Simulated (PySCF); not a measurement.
# C$_{6}$H$_{4}$F$_{2}$ (SMILES Fc1ccc(F)cc1): what the fields show

```xyz
12

F     2.6702    0.3147   -0.3385
C     1.3515    0.1590   -0.1749
C     0.5483    1.2875   -0.0634
C    -0.8252    1.1259    0.1101
C    -1.3510   -0.1593    0.1663
F    -2.6698   -0.3150    0.3295
C    -0.5478   -1.2877    0.0548
C     0.8257   -1.1262   -0.1186
H     1.0004    2.2792   -0.1140
H    -1.4896    1.9866    0.2014
H    -1.0000   -2.2794    0.1052
H     1.4900   -1.9869   -0.2102
```

Geometry: PBE0-D3(BJ)/ma-def2-SVP.

All numbers below come from DFT single point, gas phase, functional wB97X in PySCF.

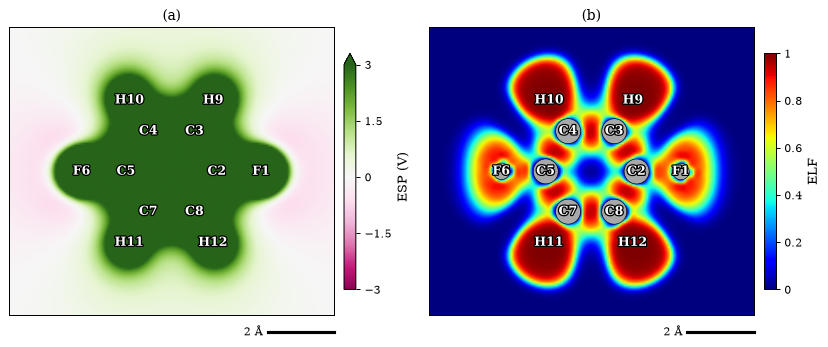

Figure 1. (a) electrostatic potential; (b) ELF on the molecular plane. Grey discs cover the atomic cores in the ELF map.

What does the map show?

Answer. The plane passes through F, C and H nuclei.
C–F (1.34 Å): the ELF peaks at about 0.85 between the atoms, as expected for a polar covalent bond.
C–C (1.39 Å): the ELF peaks at about 0.95 between the atoms (localised, covalent bonding).
C–H (1.09 Å): the ELF climbs to about 1 towards the hydrogen, as it does in any bond to H; a covalent bond by its length.
The ELF also peaks beside F1 and F6, away from the bonds: lone-pair regions.
Outside the dense part of the molecule the potential is most negative (−0.6 V) near F1 and F6.

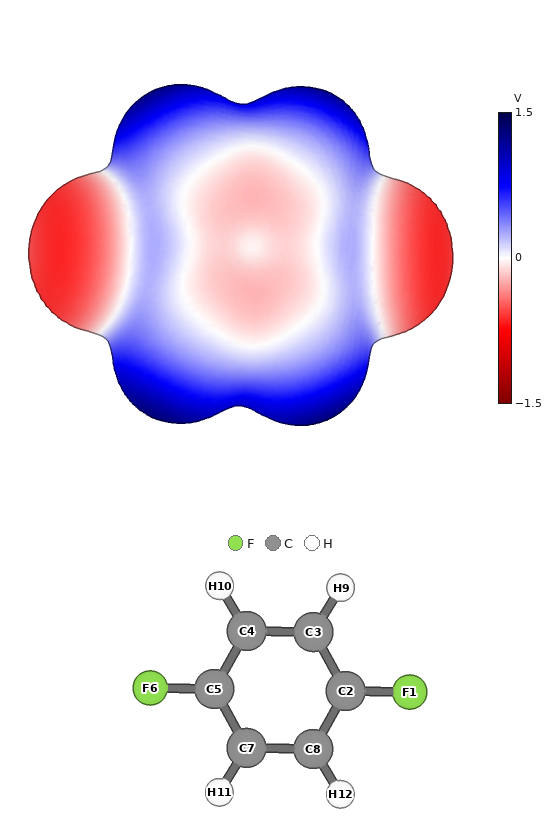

Figure 2. The electrostatic potential painted on the density surface at 0.002 e/bohr³, seen across its widest extent; red is negative and blue positive. The bare structure is drawn below in the same view.

Where is the surface potential most negative and most positive?

Answer. The most negative region (about −0.6 V) lies over F1 and F6, the most positive (about +1.3 V) over H9, H10, H11 and H12.

What dipole moment does the calculation give?

Answer. Its dipole moment is zero.

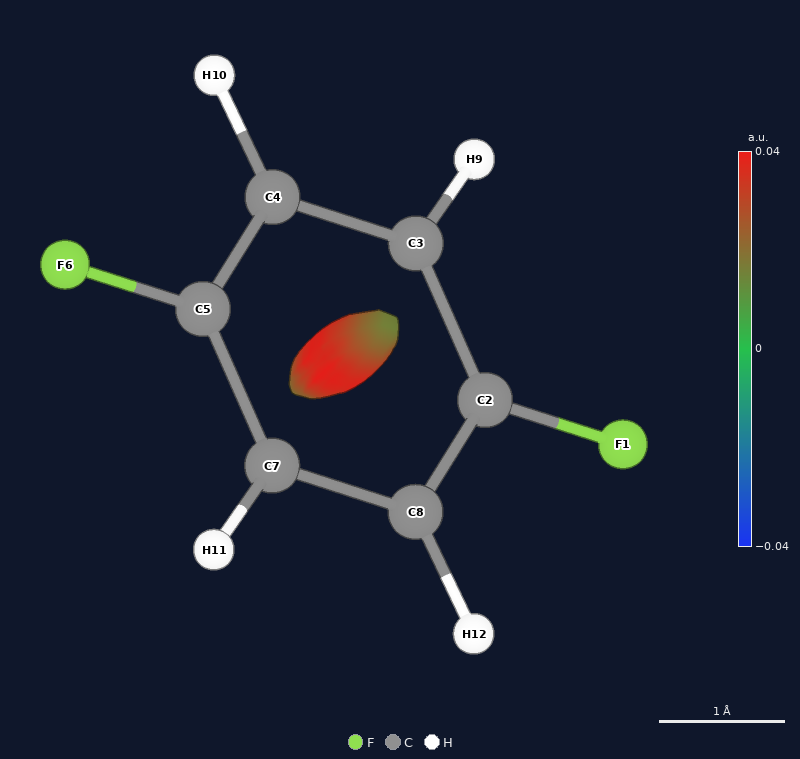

Figure 3. Non-covalent interaction (NCI) plot: the surface where the reduced density gradient is 0.6, for densities under 0.05 a.u., coloured by sign(λ₂)ρ; seen at a tilt.

Which non-covalent interactions does the plot reveal?

Answer. Inside the ring or cage of C2, C3, C4, C5, C7 and C8: steric crowding (red).
